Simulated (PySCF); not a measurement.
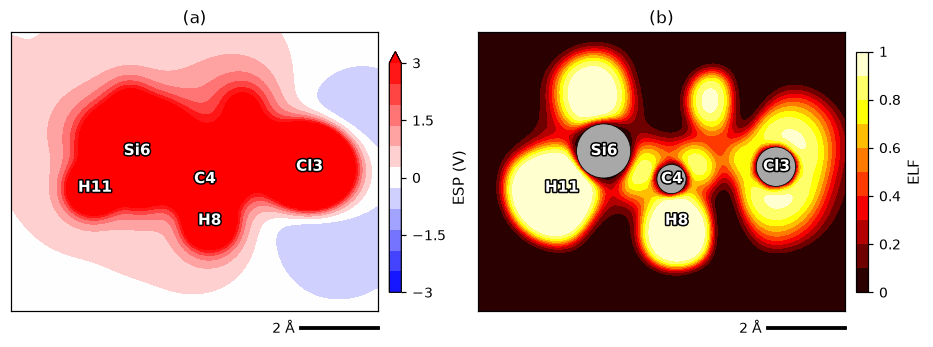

C3H6Cl2Si. (a) electrostatic potential; (b) electron localisation function on the plane of atoms Si6, C4 and H8. Grey discs cover the atomic cores in the ELF map.

Geometry: GFN2-xTB.

The calculation used PySCF 2.14.0, PBE0/pcSseg-1, SCF density, gas phase, non-relativistic.

Input file:

```
{"job": {"kind": "nmr", "xc": "PBE0", "basis": "pcSseg-1"}, "charge": 0, "multiplicity": 1}
Cl    -1.504089    -2.215295    -0.856594
C     -1.168889    -0.471348    -0.703818
Cl    -2.742322     0.388793    -0.526869
C     -0.267487    -0.196207     0.440514
C      0.439698     1.170028     0.434086
Si     1.617548    -0.280659     0.226035
H     -0.754159    -0.142314    -1.657670
H     -0.706225    -0.482883     1.389505
H      0.203516     1.805816    -0.408063
H      0.390704     1.720006     1.362877
H      2.378307    -0.721473     1.377443
H      2.114596    -0.575152    -1.103473
```

Launched as:

```sh
OMP_NUM_THREADS=1 python probes_run.py task.json out
```

**Read the bonding off the picture.**

The plane passes through Cl, C, Si and H nuclei. C–Si (1.90 Å): the ELF peaks at about 0.85 between the atoms; a covalent bond. C–H (1.08 Å): the ELF climbs to about 1 towards the hydrogen, as it does in any bond to H; an ordinary covalent bond to hydrogen. Si–H (1.45 Å): the ELF climbs to about 1 towards the hydrogen. The ELF also peaks beside Cl3, away from the bonds: lone-pair regions. Outside the dense part of the molecule the potential is most negative (−0.7 V) near Cl3.
